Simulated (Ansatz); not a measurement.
BH₃O₂Cl₂: several calculations on one system

**1. Relaxation**

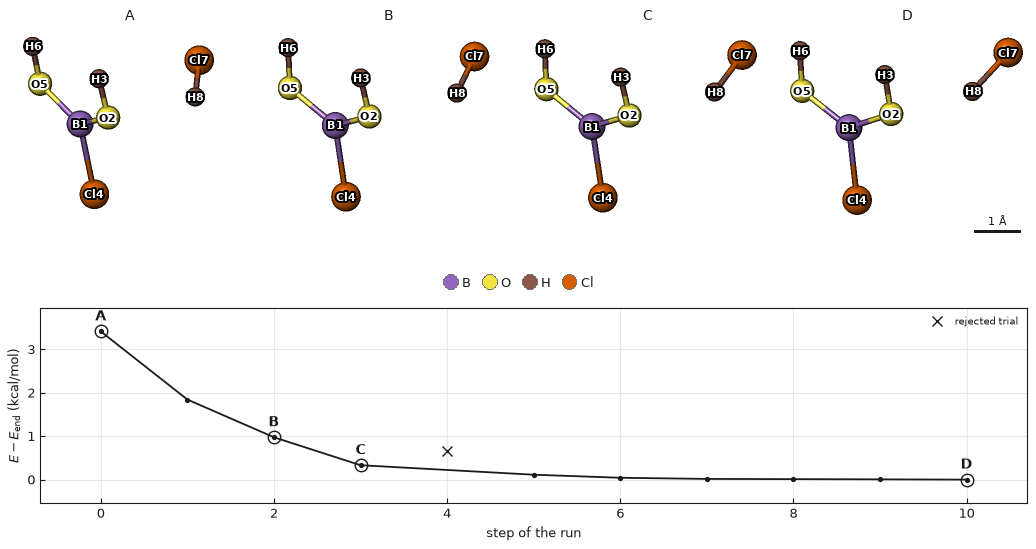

Frames of a relaxation of BH3O2Cl2, marked on the history of the run. A ball-and-stick model, seen at a tilt.

The run prepares an end point of a later path (reaction) calculation, from a guessed geometry.

The calculation used Ansatz 0.2.0, RKS BLYP/def2-SVP. Settings: no spin polarisation; force threshold 0.03 eV/Å; at most 50 steps.

Question: Describe the path.

Answer: After 9 accepted moves (10 points after the start) the energy has fallen by 3.41 kcal/mol. The largest force component goes from 0.68 to 0.029 eV/Å. The line search rejected the trial step at point 4 of the run. Cl7 moves most after the best rigid fit: 0.81 Å. By element the largest moves are Cl 0.81 Å, O 0.39 Å, H 0.35 Å, B 0.19 Å. Near-neighbour distances that change, for instance: Cl7–H8 1.343 → 1.312 Å, B1–O2 1.395 → 1.383 Å, B1–Cl4 1.784 → 1.779 Å. Cost: 18 s on 2 threads of Arm Neoverse V2, with other jobs on the host, peak memory 0.12 GiB. From step 0 to 2: Cl7 moves most (0.38 Å), energy −2.44 kcal/mol. From step 2 to 3: Cl7 moves most (0.20 Å), energy −0.64 kcal/mol. From step 3 to 10: Cl7 moves most (0.25 Å), energy −0.33 kcal/mol.

| step | E − E(0), kcal/mol | largest force component, eV/Å | note |
| --- | --- | --- | --- |
| 0 | 0.00 | 0.6767 |  |
| 1 | -1.57 | 0.7059 |  |
| 2 | -2.44 | 0.4821 |  |
| 3 | -3.08 | 0.3059 |  |
| 4 | -2.76 | 0.9708 | rejected |
| 5 | -3.30 | 0.1181 |  |
| 6 | -3.37 | 0.0401 |  |
| 7 | -3.39 | 0.0652 |  |
| 8 | -3.40 | 0.0534 |  |
| 9 | -3.40 | 0.0357 |  |
| 10 | -3.41 | 0.0290 |  |

Limits of the set-up: the start holds two separate molecules, 2.2 Å apart at their closest, whose relative position is a soft coordinate and is computed without a dispersion correction.

**2. Relaxation**

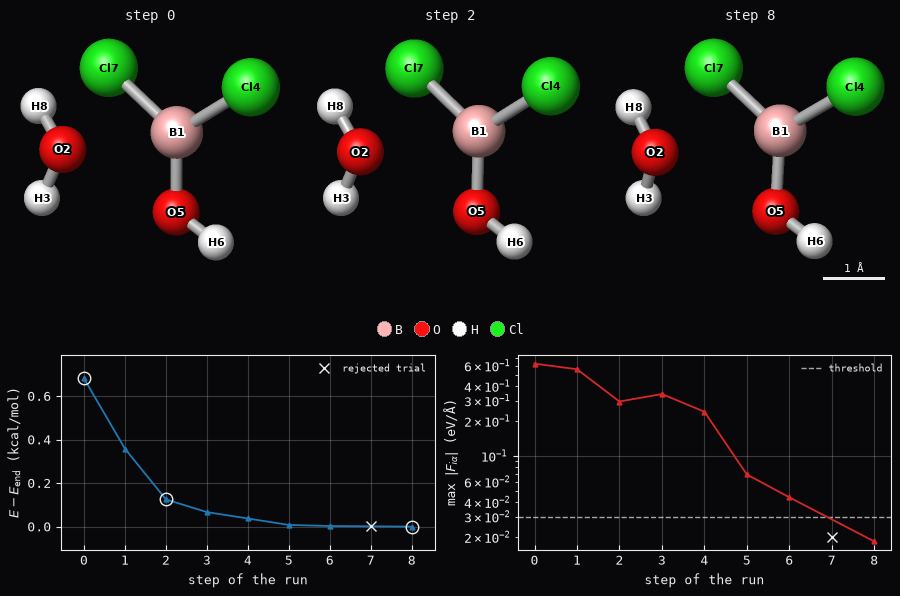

Frames of a relaxation of BH₃O₂Cl₂, marked on the history of the run. Style: ball-and-stick. Shown from a free direction.

The run prepares an end point of a later path (reaction) calculation, from a guessed geometry.

Method: RKS BLYP/def2-SVP in Ansatz 0.2.0.

Input
```yaml
crystal:
  periodic: [false, false, false]
  atoms:
    - { symbol: B, position_ang: [0.002302, 0.501305, -0.369725] }
    - { symbol: O, position_ang: [0.035891, -0.197856, 2.145269] }
    - { symbol: H, position_ang: [-0.940268, -0.132783, 2.220255] }
    - { symbol: Cl, position_ang: [1.424187, -0.418495, -0.917962] }
    - { symbol: O, position_ang: [-1.26968, 0.0639, -0.529526] }
    - { symbol: H, position_ang: [-1.311349, -0.855101, -0.861938] }
    - { symbol: Cl, position_ang: [0.20695, 2.249923, 0.156572] }
    - { symbol: H, position_ang: [0.313767, 0.749606, 2.240056] }
basis:
  gaussian: { orbitals: def2-SVP }
hamiltonian:
  xc: blyp
relax:
  f_tol: 0.03
  max_steps: 50
```

Launched with:
```bash
ansatz run input.yaml --threads 2 --pin off --max-ram 3072MiB --backend cpu --events-out ev --progress --plain --runs-dir out
```

Q: What happens along the run?

A: After 7 accepted moves (8 points after the start) the energy has fallen by 0.68 kcal/mol. Largest force component: 0.63 eV/Å at the start, 0.018 eV/Å at the end. The line search rejected the trial step at point 7 of the run. The atom that moves furthest after the best rigid fit is O2 (0.16 Å). Largest moves by element: O 0.16 Å, H 0.14 Å, Cl 0.11 Å, B 0.09 Å. Among the contacts that change: B1–Cl7 1.838 → 1.787 Å, O2–H8 0.992 → 0.979 Å. From step 0 to 2: H8 moves most (0.15 Å), energy −0.56 kcal/mol. From step 2 to 8: Cl4 moves most (0.10 Å), energy −0.13 kcal/mol.

Limits of the set-up: the start holds two separate molecules, 2.6 Å apart at their closest, whose relative position is a soft coordinate and is computed without a dispersion correction.

**3. Path**

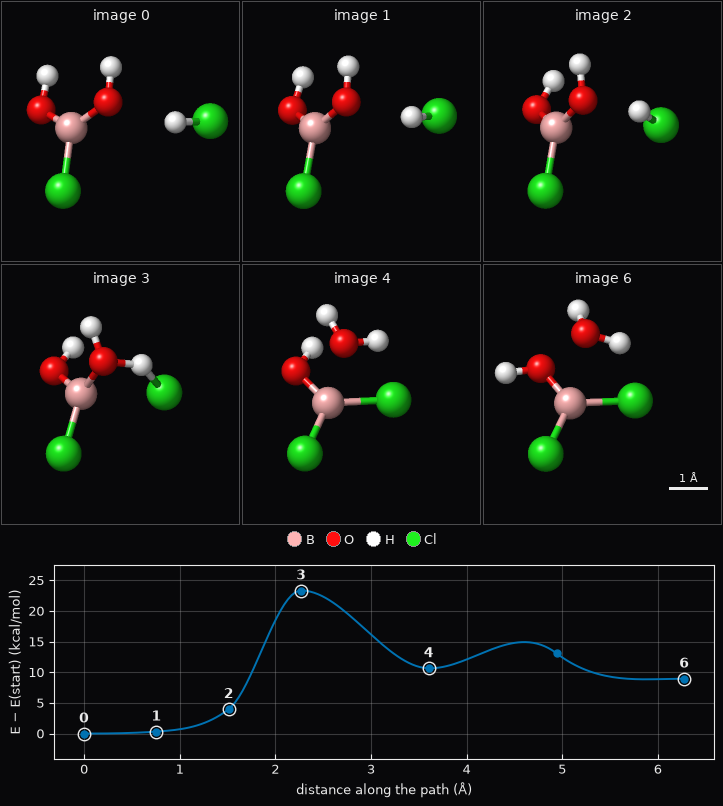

A search for the minimum-energy path of BH3O2Cl2 by the nudged elastic band. Images are numbered from 0 (start) to 6 (end). The picture is a ball-and-stick view, seen at a tilt.

Computed with RKS BLYP/def2-SVP (Ansatz 0.2.0). Set-up: 5 movable images; climbing image; force threshold 0.05 eV/Å; iteration limit 60; starting path through a guess of the saddle point.

Q: Read off the barrier and say what moves.

A: The path has more than one stage, and so few images may leave a stage unresolved. Breaking: B–O (1.38 → 2.85 Å), Cl–H (1.31 → 2.78 Å). Forming: B–Cl (3.87 → 1.79 Å), H–O (2.02 → 0.98 Å). Forward barrier 23.3 kcal/mol, backward barrier 14.4 kcal/mol, with image 3 at the top; the reaction energy is +8.9 kcal/mol. The profile has 2 maxima (images 3, 5) with a dip at image 4 (+10.6 kcal/mol), so the process runs in steps. The band converged in 36 iterations. The largest component of the band force went from 8 to 0.035 eV/Å. The climbing image converged on the top of the path. Its vibrational analysis gives one imaginary mode (697i cm⁻¹), as a transition state must have.

Cost: 4.1 min on 2 threads of Arm Neoverse V2 (shared host), peak memory 0.14 GiB.
